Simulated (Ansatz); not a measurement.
H8N3O2Ta···HF

| atom | x (Å) | y (Å) | z (Å) |
| --- | --- | --- | --- |
| Ta | -0.0267 | 0.0464 | 0.1235 |
| O | 1.9670 | 0.3079 | 0.1390 |
| H | 2.3389 | 0.5615 | 1.0049 |
| N | -0.1882 | -0.0563 | 2.1474 |
| H | -0.2409 | -0.8896 | 2.7438 |
| H | -0.1912 | 0.7804 | 2.7444 |
| O | 0.1476 | -0.5508 | -1.7191 |
| H | -0.2462 | -1.1777 | -2.3503 |
| N | -0.8285 | 1.8598 | -0.0135 |
| H | -1.8086 | 2.0837 | 0.1953 |
| H | -0.4279 | 2.5770 | -0.6316 |
| N | -1.4478 | -1.4023 | 0.2136 |
| H | -1.8791 | -1.7104 | 1.0906 |
| H | -1.5275 | -2.1534 | -0.4804 |
| F | 1.6364 | -2.5896 | 0.4346 |
| H | 2.1881 | -1.8824 | 0.1704 |

Core potentials replace the inner electrons of Ta; not at a stationary point (largest force 0.7 eV/Å).

Method: RKS PBE/def2-SVP (Ansatz 0.2.0).

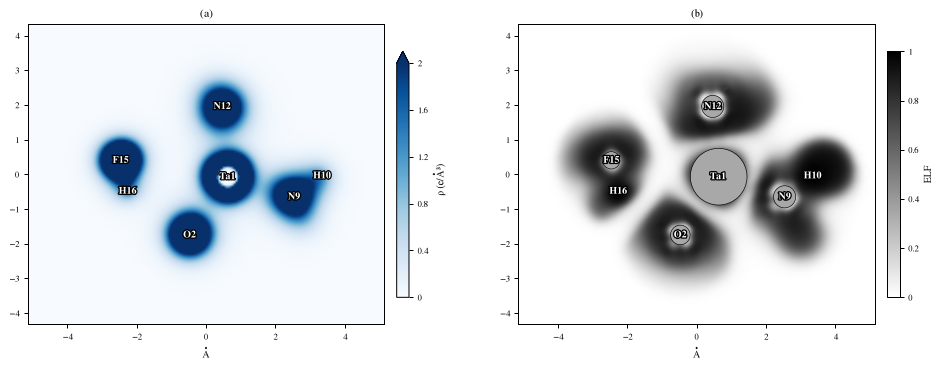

Figure 1. (a) electron density; (b) ELF on the plane of atoms N9, Ta1 and N12. Grey discs cover the atomic cores in the ELF map.

Interpret the plot.

- The section cuts through Ta, O, N, H and F sites.
- Ta1···F15 (3.13 Å): the density falls to about 0.06 e/Å³ on the way; the ELF dips to about 0 between them.
- Ta–N (1.99 Å): ρ is about 0.94 e/Å³ halfway; the ELF peaks at about 0.90 in the valence shell of N, 0.6 Å from its nucleus, and is about 0.35 at the midpoint.
- F–H (0.94 Å): ρ at the midpoint is about 4.5 e/Å³; the ELF climbs to about 1 towards the hydrogen, as it does in any bond to H; a covalent bond by its length.
- Ta–O (2.01 Å): the density is about 0.82 e/Å³ at the midpoint; the ELF peaks at about 0.85 in the valence shell of O, 0.6 Å from its nucleus, and drops to about 0.25 between the two atoms.
- Ta–N (2.03 Å): the density is about 0.86 e/Å³ at the midpoint; the ELF peaks at about 0.90 in the valence shell of N, 0.6 Å from its nucleus, and is about 0.30 at the midpoint.
- The ELF also peaks beside F15, away from the bonds: lone-pair regions.

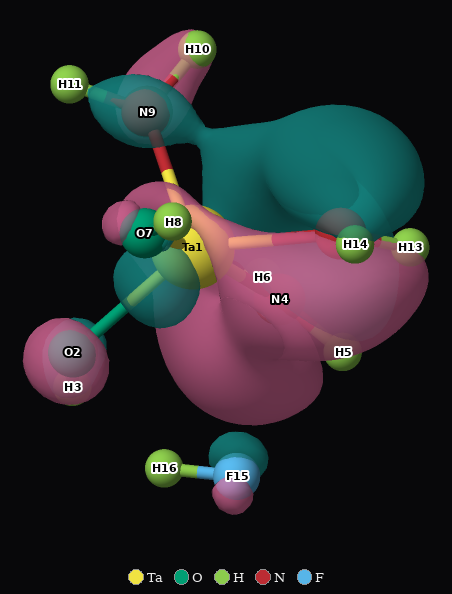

Figure 2. The HOMO−1 at ±0.08 Å⁻³ᐟ² (teal and pink are the two phases), seen at an oblique angle.

Where does this orbital lie, and at what energy?

It lies mainly on N4 (about 40 %), N12 (about 25 %) and Ta1 (about 15 %). Its energy is −5.67 eV.

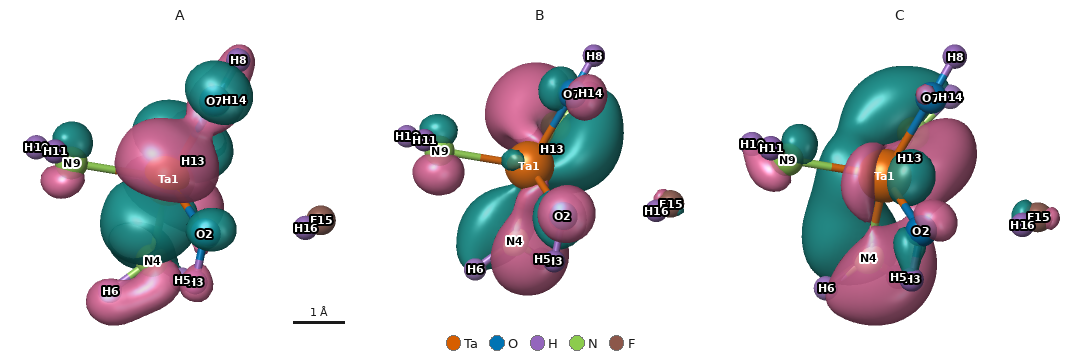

Figure 3. Three frontier orbitals at ±0.1 Å⁻³ᐟ² (teal and pink are the two phases), in no order.

Which picture is the HOMO−1, the HOMO and the LUMO?

C is the HOMO−1 (−5.67 eV). It lies mainly on N4 (about 40 %), N12 (about 25 %) and Ta1 (about 15 %). B is the HOMO (−5.37 eV). It lies mainly on N12 (about 40 %), N4 (about 25 %), Ta1 (about 10 %) and O2 (about 5 %); largely a combination of lone pairs on N12, N4 and O2. A is the LUMO (−1.28 eV). Its weight (Hirshfeld) is mainly on Ta1 (about 60 %), O7 (about 10 %) and N4 (about 10 %).

What is the HOMO–LUMO gap?

4.09 eV between the orbital energies.
